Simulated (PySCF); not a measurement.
# C₃H₈BFGe: electronic excitations

Wanted: the electronic excitations of C₃H₈BFGe (`F[B]([GeH3])C1CC1`), by calculation.

Programs: PySCF 2.14.0, with density-fitted response routines of our own. Each step states its level of theory. These are calculated values for one molecule in the gas phase, unless marked as measured. Atoms count from 0, in the outputs and in this text.

## 1. The molecule as given

14 atoms, charge 0, multiplicity 1; geometry from: GFN2-xTB.

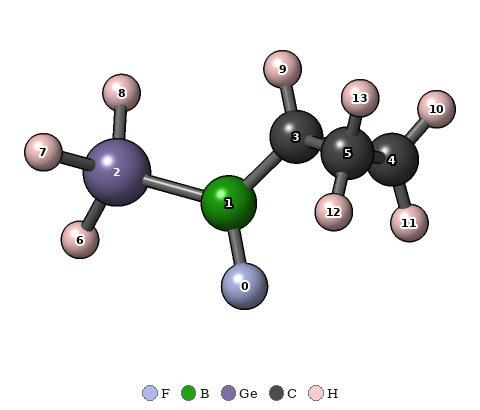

As it starts; fluorine light blue, boron green, germanium purple, carbon dark grey, hydrogen pink, atoms numbered.

## 2. Excited states and response: CAM-B3LYP/def2-SVPD

The job: settings as JSON, then the geometry in Å.

```
{"job": {"kind": "uv", "xc": "CAM-B3LYP", "basis": "def2-SVPD", "nstates": 8, "ntriplets": 3}, "charge": 0, "multiplicity": 1}
F      0.435671    -0.175419    -1.540436
B      0.644617    -0.027081    -0.239676
Ge     2.561630     0.166276     0.388017
C     -0.583132    -0.003514     0.694136
C     -1.805229    -0.852595     0.366398
C     -1.891721     0.615558     0.217727
H      3.604465    -0.462325    -0.476731
H      3.033318     1.580386     0.512847
H      2.830485    -0.386269     1.751280
H     -0.391728     0.113702     1.756916
H     -2.311615    -1.325540     1.193900
H     -1.760502    -1.456245    -0.527314
H     -1.907575     1.029945    -0.779021
H     -2.459362     1.182648     0.939815
```

Method: TDDFT CAM-B3LYP/def2-SVPD, vertical, gas phase, core orbitals frozen in the response.

Started as:

```sh
OMP_NUM_THREADS=1 python probes_run.py task.json out
```

This one command runs all jobs of the session in turn.

Predict these results of the whole session: lowest singlet (CAM-B3LYP/def2-SVPD); brightest single state of those computed; lowest triplet.

The runs gave:

```
                                quantity                        value
    lowest singlet (CAM-B3LYP/def2-SVPD)  5.24 eV (237 nm), f = 0.005
brightest single state of those computed  state 2, 6.93 eV, f = 0.318
                          lowest triplet                      4.55 eV
```

In words: The first singlet state (HOMO→LUMO 0.94) lies at 5.24 eV and is weak; of the 8 states computed, the strongest absorption comes from state 2 at 6.93 eV. The lowest triplet lies 0.70 eV below the lowest singlet (triplets in Tamm-Dancoff, singlets in full TDDFT).
